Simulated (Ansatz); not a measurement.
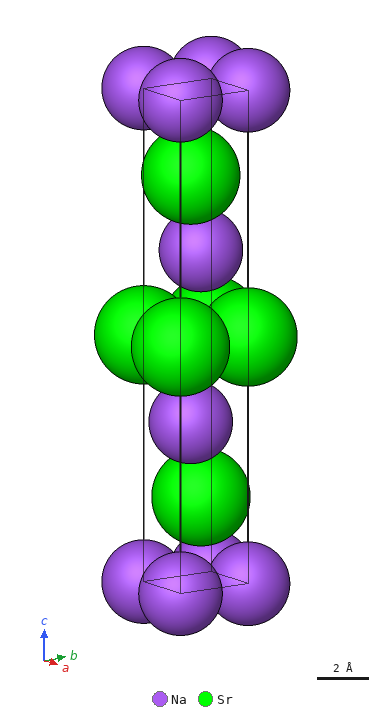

The image is a space-filling drawing of a crystal, viewed slightly off an axis. The box is the conventional unit cell; atoms on or close to its faces, edges and corners are drawn wherever they repeat.

NaSr, space group R-3m (No. 166), a = 4.154 Å, b = 4.154 Å, c = 19.513 Å, α = 90.00°, β = 90.00°, γ = 120.00°. Source of the structure: a structure type filled with these elements by a generator (whether the compound takes this form wasn't checked). Earlier steps of the study may have refined or changed the cell and positions. A calculation with Ansatz used it as input.

This one geometry was computed with Ansatz (DFT, plane waves, PAW) at three levels of theory: LDA, PBE and r2SCAN.

### How does the band gap change with the level of theory?

All levels give a metal.

### Collect the results in a table.

| level | cutoff (eV) | k-mesh of the run's cell | gap (eV) | pressure (GPa) |
| --- | --- | --- | --- | --- |
| LDA | 420 | 18×18×18 | metal | -1.0 |
| PBE | 420 | 18×18×18 | metal | 0.0 |
| r2SCAN | 500 | 18×18×18 | metal | 0.3 |

Gaps are taken on the k-mesh or band path of each run.
